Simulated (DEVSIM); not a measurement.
Structure: Mo/Si3N4/SiO2/p-Si capacitor, at 300 K.

```csv
layer (left to right),material,thickness (nm),Na (cm⁻³)
1,Si3N4,15.0,-
2,SiO2,1.20,-
3,Si,2700,9.2e16
```

Metal gate on the left, work function 4.6 eV. Fixed charge at the semiconductor interface 1.5e11 cm⁻² (in units of +e); no interface traps.

Constants are typed, rounded textbook-type inputs, not results; the design itself was drawn at random and stands for no fabricated device. Values at 300 K.

| parameter | Si3N4 | SiO2 | Si |
|---|---|---|---|
| gap (eV) | 5.1 | 9 | 1.124 |
| affinity (eV) | 2.1 | 0.9 | 4.05 |
| permittivity | 7.5 | 3.9 | 11.7 |
| Nc (cm⁻³) | - | - | 2.86e19 |
| Nv (cm⁻³) | - | - | 3.1e19 |

DEVSIM, 1D Poisson equation in equilibrium, Boltzmann statistics, complete ionisation; no quantum confinement or tunnelling. Metal contacts follow the ideal Schottky-Mott rule: no Fermi-level pinning, no interface dipoles.

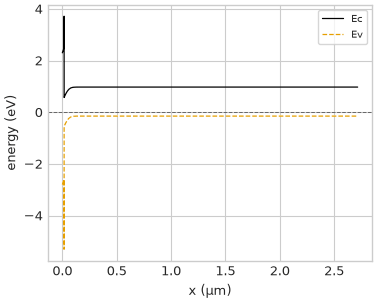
Figure. Band edges at 0.2 V on the gate

Energies count from the Fermi level of the right contact; mesh points crowd at the junctions.

```tsv
x (μm)	Ec (eV)	Ev (eV)	n (cm⁻³)	p (cm⁻³)	field (V/cm)
0.000	2.300	-2.800	< 1e2	< 1e2	130000
0.001520	2.319	-2.781	< 1e2	< 1e2	130000
0.004543	2.357	-2.743	< 1e2	< 1e2	130000
0.009894	2.425	-2.675	< 1e2	< 1e2	130000
0.01399	2.476	-2.624	< 1e2	< 1e2	130000
0.01519	3.694	-5.306	< 1e2	< 1e2	240000
0.01583	3.709	-5.291	< 1e2	< 1e2	240000
0.01757	0.582	-0.542	4.8e9	2.4e10	100000
0.02114	0.618	-0.506	1.2e9	9.6e10	97000
0.02977	0.696	-0.428	5.8e7	2.0e12	85000
0.05057	0.841	-0.283	210000	5.5e14	55000
0.1274	0.973	-0.151	1300	8.8e16	750
0.2862	0.974	-0.150	1300	9.2e16	≈ 0
0.6474	0.974	-0.150	1300	9.2e16	≈ 0
1.817	0.974	-0.150	1300	9.2e16	≈ 0
2.332	0.974	-0.150	1300	9.2e16	≈ 0
2.557	0.974	-0.150	1300	9.2e16	≈ 0
2.651	0.974	-0.150	1300	9.2e16	≈ 0
2.696	0.974	-0.150	1300	9.2e16	≈ 0
2.709	0.974	-0.150	1300	9.2e16	≈ 0
2.714	0.974	-0.150	1300	9.2e16	≈ 0
2.716	0.974	-0.150	1300	9.2e16	≈ 0
```
